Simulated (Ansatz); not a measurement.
```csv
atom,x (Å),y (Å),z (Å)
Al,-0.0330,-0.1016,-0.0487
O,-0.0193,0.0603,1.6695
H,-0.8288,0.0172,2.2026
C,1.6953,0.0075,-0.9552
H,1.9455,-0.9574,-1.4481
H,1.6874,0.7760,-1.7579
H,2.5160,0.2518,-0.2500
H,-1.4369,-0.3353,-0.7909
```

The calculation used RKS PBE-D4/def2-SVP (Ansatz).

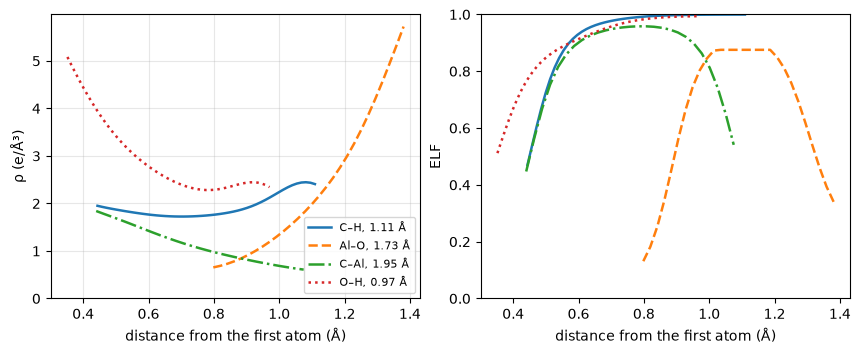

CH5AlO. Electron density and ELF along straight lines between neighbouring atoms. The curves leave out the atomic cores.

Q: Compare the contacts.

A: C–H (1.11 Å): ρ is about 1.8 e/Å³ halfway; the ELF climbs to about 1 towards the hydrogen, as it does in any bond to H; an ordinary covalent bond to hydrogen.
Al–O (1.73 Å): the density is about 0.78 e/Å³ at the midpoint; the ELF peaks at about 0.90 in the valence shell of O, 0.7 Å from its nucleus, and is about 0.35 at the midpoint.
C–Al (1.95 Å): the density is about 0.71 e/Å³ at the midpoint; the ELF peaks at about 0.95 between the atoms; a shared but strongly polarised pair.
O–H (0.97 Å): the density is about 3.5 e/Å³ at the midpoint; the ELF climbs to about 1 towards the hydrogen; a covalent bond by its length.
